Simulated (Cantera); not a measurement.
Feed: 1 mol TEOS, 15 mol O2, a varied amount of H2, 3.9 mol N2O, equilibrated at 1398.15 K and 1.28 Torr.

Method: chemical equilibrium by Gibbs-energy minimisation in Cantera with the NASA 1993 tables (ideal gas, pure condensed phases). Candidate condensed phases: C, C6H6, C7H8, C8H18, H2O, Si, SiC, SiO2, Si2N2O, Si3N4; 151 gas species. The feed counts by its element totals alone. The tables hold silica as quartz up to 1696 K and as liquid above; real silica turns to tridymite and cristobalite and melts near 1996 K. Equilibrium is a limit: real reactors are often held back by kinetics, nucleation or transport.

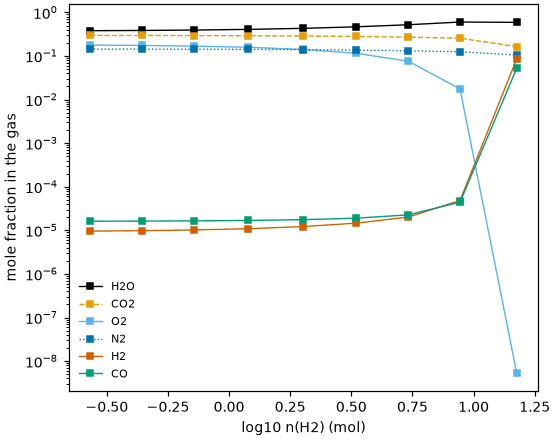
Figure. Equilibrium gas composition (values under 1e-9 drawn at 1e-9)

### Question
Read off the mole fractions at 0.27 mol H2.

### Answer
H2O about 0.38, CO2 about 0.30, O2 about 0.18, N2 about 0.14, CO about 1.6e-5, H2 about 9.6e-6.
